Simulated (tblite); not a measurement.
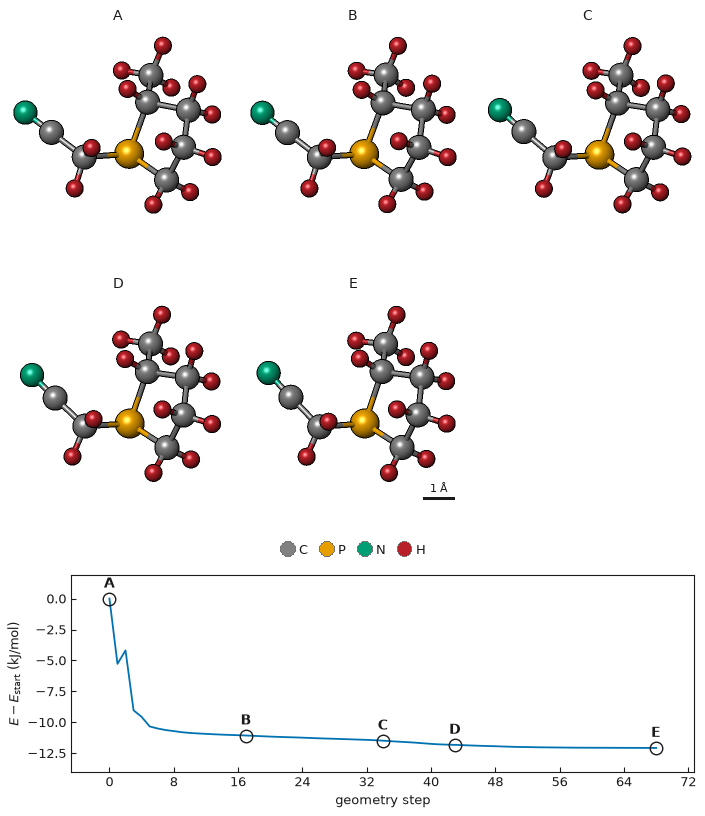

Frames of a relaxation of C7H12NP, marked on the history of the run. The picture is a ball-and-stick view, seen at a tilt.

Theory: tblite, GFN2-xTB geometry optimisation, gas phase. 

What happens along the run?

Over 68 geometry steps the energy falls by 12.1 kJ/mol. The largest move after the best rigid fit is that of the N atom, 0.42 Å. Largest moves by element: N 0.42 Å, C 0.22 Å, H 0.20 Å, P 0.08 Å. Near-neighbour distances that change, for instance: C–C 1.470 → 1.431 Å, C–P 1.857 → 1.889 Å, C–H 1.076 → 1.097 Å, C–H 1.106 → 1.089 Å. Bond angles that change, for instance: H–C–H 107.4° → 109.8°, C–C–P 103.8° → 106.2°, C–C–P 105.2° → 107.5°. The run took 0.53 s on 1 thread of Arm Neoverse V1, on a shared host. From step 0 to 17: the N atom moves most (0.07 Å), energy −11.1 kJ/mol. From step 17 to 34: the N atom moves most (0.13 Å), energy −0.42 kJ/mol. From step 34 to 43: the N atom moves most (0.14 Å), energy −0.34 kJ/mol. From step 43 to 68: the N atom moves most (0.11 Å), energy −0.25 kJ/mol.
